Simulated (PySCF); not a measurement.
**C7H14OSi: density, localisation and related maps**

Input

```
{"job": {"kind": "nmr", "xc": "PBE0", "basis": "pcSseg-1"}, "charge": 0, "multiplicity": 1}
C     -1.980389    -0.348313     1.710097
C     -1.476242    -0.124900     0.499909
C     -1.372613    -1.222509    -0.515823
C     -1.035406     1.222800     0.097314
Si    -0.978429     1.837249    -1.702075
C      0.397588     1.473008    -0.467994
O      1.237565     0.386504    -0.703815
C      1.830011    -0.129251     0.476459
C      2.647019    -1.358032     0.114964
H     -2.077659     0.434829     2.443488
H     -2.314200    -1.326298     2.013317
H     -1.511030    -2.195241    -0.049583
H     -0.405443    -1.195694    -1.011495
H     -2.144230    -1.091867    -1.275283
H     -1.294660     1.968821     0.845104
H     -1.322485     3.230206    -1.930191
H     -1.179033     0.897320    -2.784564
H      0.916194     2.286295     0.046692
H      2.474531     0.642812     0.926649
H      1.047948    -0.387372     1.204111
H      3.148620    -1.743039     0.998341
H      1.998673    -2.130638    -0.289600
H      3.388919    -1.099704    -0.635943
```

Run with:

```sh
OMP_NUM_THREADS=1 python probes_run.py task.json out
```

Geometry: GFN2-xTB.

Method: PySCF 2.14.0, PBE0/pcSseg-1, SCF density, gas phase, non-relativistic.

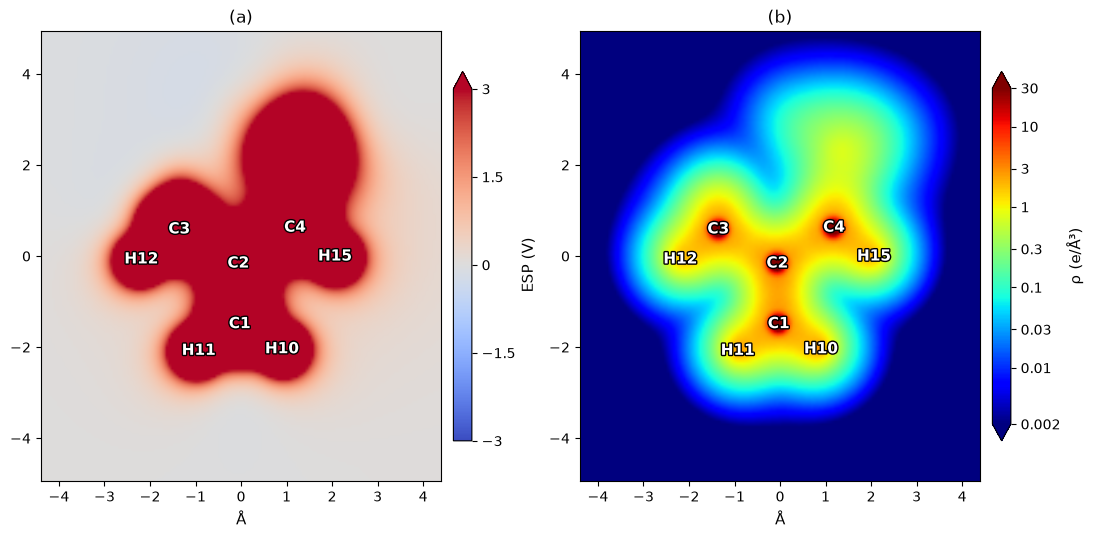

Figure 1. (a) electrostatic potential; (b) total electron density on the plane of atoms C1, C2 and C4.

Q: Interpret the plot.

A:
- Atoms in the plane: C and H.
- C–C (1.33 Å): the density is about 2.3 e/Å³ at the midpoint.
- C–H (1.08 Å): ρ at the midpoint is about 2 e/Å³.
- C–C (1.47 Å): ρ at the midpoint is about 1.8 e/Å³.
- C–C (1.50 Å): ρ at the midpoint is about 1.7 e/Å³.
- The potential has no marked negative region in this plane.

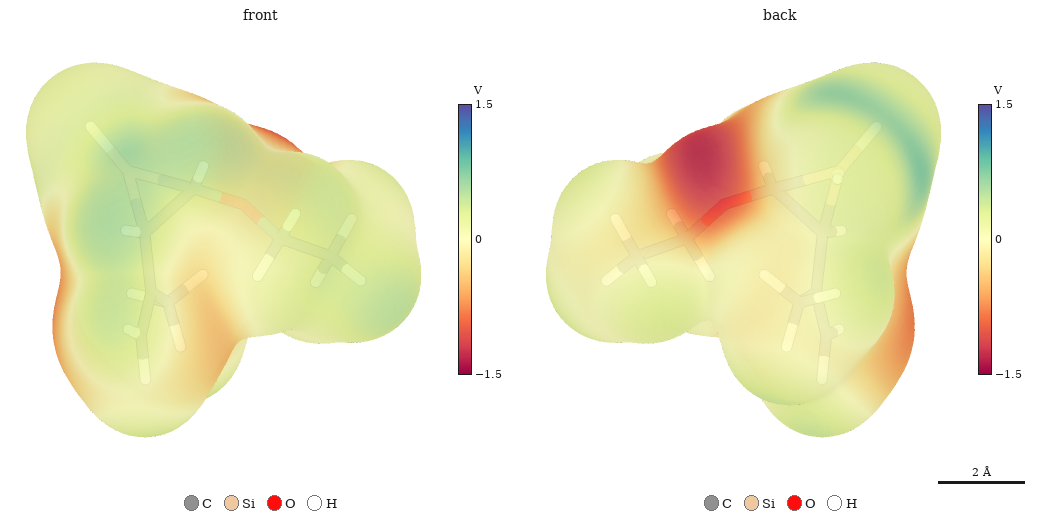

Figure 2. The molecular electrostatic potential painted on the density surface at 0.001 e/bohr³, seen from the front and from behind; red is negative and blue positive.

Q: Describe the electrostatic potential map.

A: The most negative region (about −1.3 V, or −30 kcal/mol for a unit charge) lies over O7, the most positive (about +0.7 V, or +16 kcal/mol for a unit charge) over Si5. O7 is the likeliest acceptor of a hydrogen bond.

Q: How polar is the molecule by this calculation?

A: Its dipole moment is 0.53 D.
